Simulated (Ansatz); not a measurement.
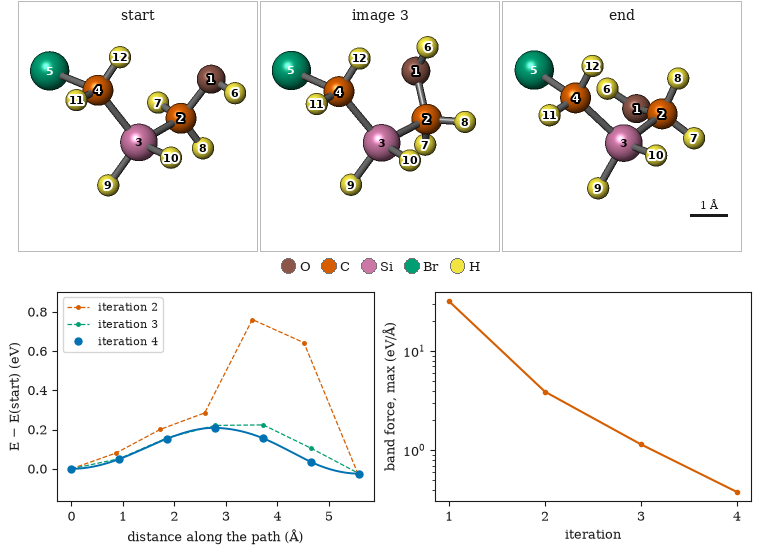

A search for the minimum-energy path of C2H7BrOSi by the nudged elastic band. Images are numbered from 0 (start) to 6 (end). The plot follows the band through its iterations. Style: ball-and-stick. Shown at a tilt.

These are results of RKS B3LYP/def2-SVP in Ansatz, not measurements. Set-up: 5 movable images; climbing image; force threshold 0.5 eV/Å; iteration limit 60; starting path through a guess of the saddle point.

### Did the band converge, and can the barrier be trusted?

The run is converged, with reservations. The band converged in 4 iterations. The largest component of the band force went from 32 to 0.38 eV/Å. The climbing image converged on the top of the path. Its curvatures weren't checked. The force threshold is loose. The first iteration put the highest image at 6.521 eV. The energy climbs by 0.209 eV to image 3 and then falls by 0.234 eV, so the end point sits at −0.025 eV.
